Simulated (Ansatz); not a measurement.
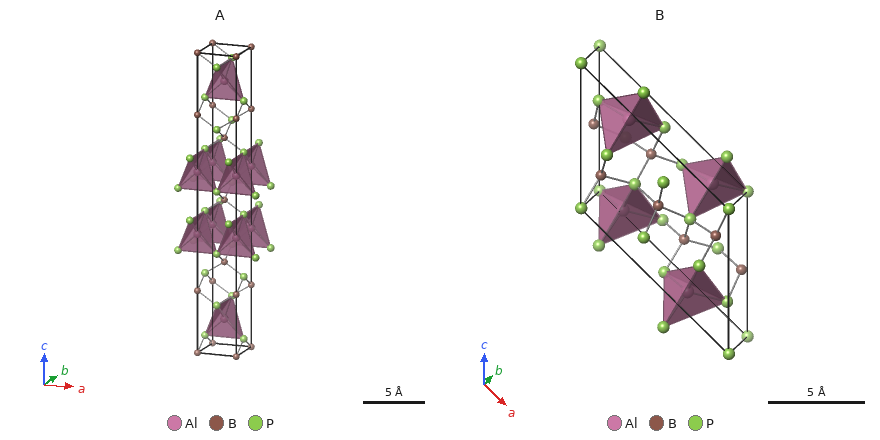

Two structures of Al2B3P5, each relaxed to rest (conventional cells in solid outline, small ones repeated, not to one scale). Method: DFT PBE, scalar-relativistic, plane waves, PAW (Ansatz 0.2.0), without spin polarisation.

Question: What structure does each panel show?

Answer: A: 20 atoms a cell on a body-centred tetragonal lattice, I-4m2. B: 20 atoms a cell on a base-centred monoclinic lattice, C2.

Question: Which is the more stable form at this level of theory?

Answer: B is lower, by 58 meV/atom at this level of theory (energies at zero smearing). Volumes: A 15.1, B 15.0 Å³/atom.

One or both may be structure types tried for this composition rather than known phases.
